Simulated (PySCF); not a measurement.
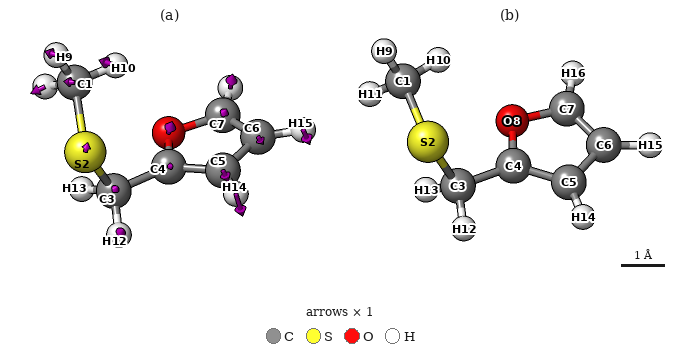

The structure of C₆H₈OS before (left) and after (right) a relaxation, at one scale. The purple arrows give the displacements, at their true length.

A ball-and-stick model, seen at a tilt.

The start comes from GFN2-xTB.

Method: PBE0-D3(BJ)/def2-SVP geometry optimisation, gas phase (PySCF 2.14.0, density-fitted response routines). 

Q: Summarise the run.

A: After 13 geometry steps the energy has fallen by 0.071 eV. Largest force component: 0.91 eV/Å at the start, 0.018 eV/Å at the end. H14 moves most after the best rigid fit: 0.69 Å. Largest moves by element: H 0.69 Å, O 0.45 Å, C 0.36 Å, S 0.26 Å. Among the contacts that change: C5–H14 1.070 → 1.088 Å, C1–H9 1.085 → 1.099 Å, C5–C6 1.415 → 1.430 Å, C1–H10 1.086 → 1.099 Å. Among the angles between lasting bonds that change: S2–C3–C4 111.9° → 115.0°, H12–C3–H13 110.4° → 107.7°, C4–C3–H12 111.4° → 109.1°. Groups turn about C3–C4 by about 25°. The run took of the order of 2.5 core-minutes on a shared host.
